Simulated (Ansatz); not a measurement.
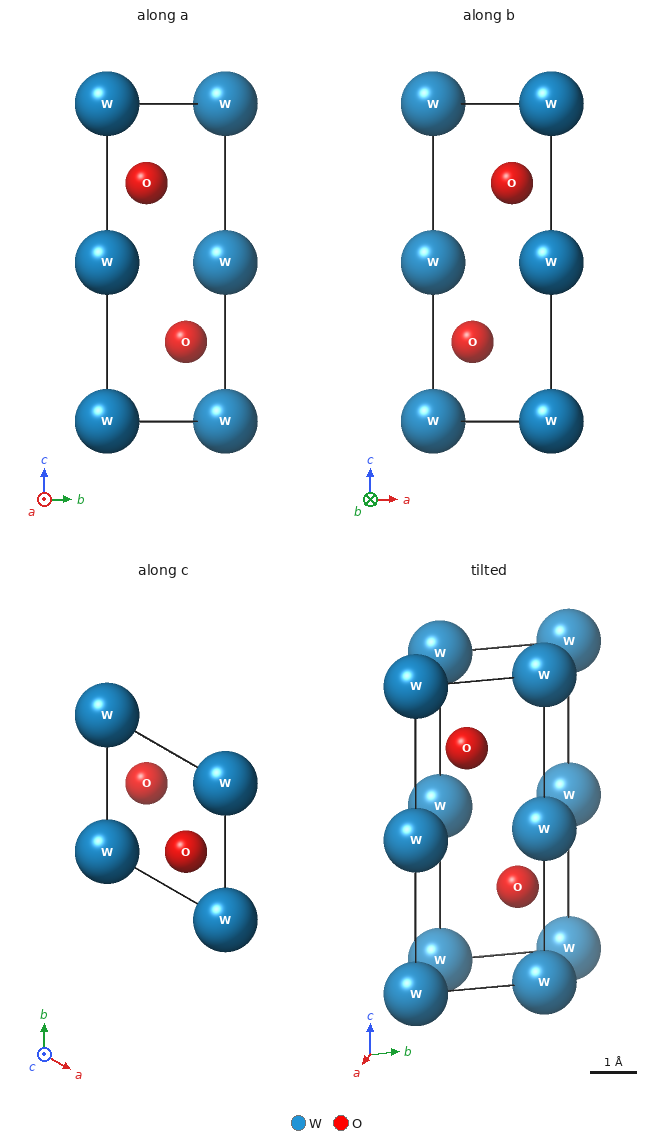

Structure drawing (spheres-only), viewed along the a axis, along the b axis, along the c axis and slightly off an axis. The frame is the conventional unit cell; atoms at its boundary are shown with their periodic copies.

Lattice parameters: a = 3.002 Å, b = 3.002 Å, c = 6.979 Å, α = 90.00°, β = 90.00°, γ = 120.00°. Put a along x and b in the xy plane.

Transcribe the picture into a POSCAR file.

Answer.
```
W O
1.0
     3.002    0.000    0.000
    -1.501    2.600    0.000
     0.000    0.000    6.979
W O
2 2
Direct
  0.0000 0.0000 0.0000
  0.0000 0.0000 0.5000
  0.3333 0.6667 0.2500
  0.6667 0.3333 0.7500
```

Source of the structure: a structure type filled with these elements by a generator (whether the compound takes this form wasn't checked). Earlier steps of the study, as a rule a relaxation of our own, may have changed the cell and positions, so they can lie some per cent off the listed ones. Ansatz was used for an electronic-structure calculation on it.

At this level of theory the run's own cell isn't at rest (stretched, at -45 GPa), so its distances can differ from those at equilibrium, the more so the softer the solid.
